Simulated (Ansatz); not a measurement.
Base system: ZrO₂ in the fluorite structure (space group Fm-3m, No. 225; a = 5.0893 Å).

Now apply this change: electron doping at 7.0×10^21 cm⁻³ (0.231 per cell), with a uniform compensating background at fixed cell and a 300 K Fermi–Dirac width.

The values are results of plane-wave PAW DFT at the r2SCAN level (Ansatz, an electronic-structure program, 500 eV), no spin-orbit coupling, not measurements.

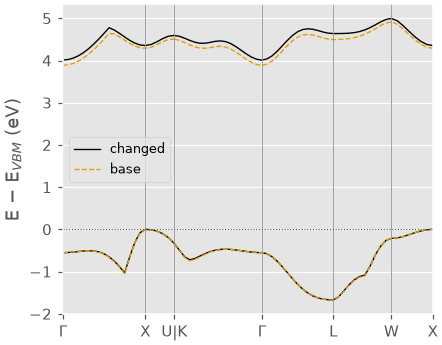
Fig. 1. Highest valence and lowest conduction band along the path, each from its own valence-band maximum

### Question
Read the changed gap and its character from the plot.

### Answer
About 4.0 eV, indirect, X → Γ.

Carriers are added with a uniform compensating background; total energy and stress of such cells depend on the potential's zero and are not compared; many-body gap narrowing is missing at this level. No phonon test of stability was made. This is not the structure that ZrO2 has at room temperature and ambient pressure.
